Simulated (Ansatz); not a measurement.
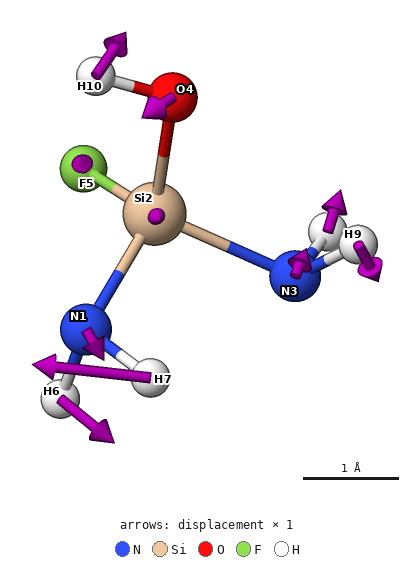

A relaxation of SiN2H5OF (coarse preliminary run). The starting structure is drawn; purple arrows show the displacements, at their true length. The two geometries are superimposed by the best rigid fit.

A ball-and-stick model, seen at a tilt.

The start comes from a force field.

Theory: Ansatz, RKS PBE-D4/def2-SVP.

The input:
```yaml
crystal:
  periodic: [false, false, false]
  atoms:
    - {symbol: N, position_ang: [-0.244400, 1.374400, -0.323500]}
    - {symbol: Si, position_ang: [-0.024200, -0.216100, -0.403700]}
    - {symbol: N, position_ang: [-0.568600, -0.694800, 1.083600]}
    - {symbol: O, position_ang: [1.655300, -0.449900, -0.478700]}
    - {symbol: F, position_ang: [-0.824800, -0.922300, -1.579800]}
    - {symbol: H, position_ang: [-1.296800, 1.563100, -0.426900]}
    - {symbol: H, position_ang: [-0.062000, 1.701600, 0.623000]}
    - {symbol: H, position_ang: [-0.864400, -1.621400, 0.989100]}
    - {symbol: H, position_ang: [0.303400, -0.788200, 1.708300]}
    - {symbol: H, position_ang: [2.009600, 0.002400, -1.188600]}
basis:
  gaussian: {orbitals: def2-SVP}
hamiltonian: {xc: pbe, dispersion: d4}
relax: {f_tol: 0.03, max_steps: 200}
```

Launched with:
```bash
ansatz run in.yaml --threads 4 --pin off --events-out ev --progress --plain --max-ram 10444MiB
```

Which element moves most?

Answer. Hydrogen: up to 1.27 Å, against 0.48 Å for oxygen.

What did the optimiser do to the structure, and how much energy did it gain?

Answer. The atom that moves furthest after the best rigid fit is H7 (1.27 Å). Largest moves by element: H 1.27 Å, O 0.48 Å, N 0.38 Å, F 0.26 Å, Si 0.18 Å. Near-neighbour distances that change, for instance: N1–Si2 1.608 → 1.706 Å, Si2–N3 1.655 → 1.721 Å, Si2–F5 1.588 → 1.648 Å, O4–H10 0.913 → 0.972 Å. Among the angles between lasting bonds that change: Si2–N3–H9 106.3° → 120.0°, Si2–N1–H6 107.6° → 121.0°, Si2–N3–H8 106.7° → 119.9°. Groups turn about Si2–O4 by about 100°. The energy falls by 32.5 kcal/mol in 20 accepted moves (23 points after the start). Largest force component: 5.4 eV/Å at the start, 0.023 eV/Å at the end. The line search rejected the trial steps at points 7, 16, 22 of the run.
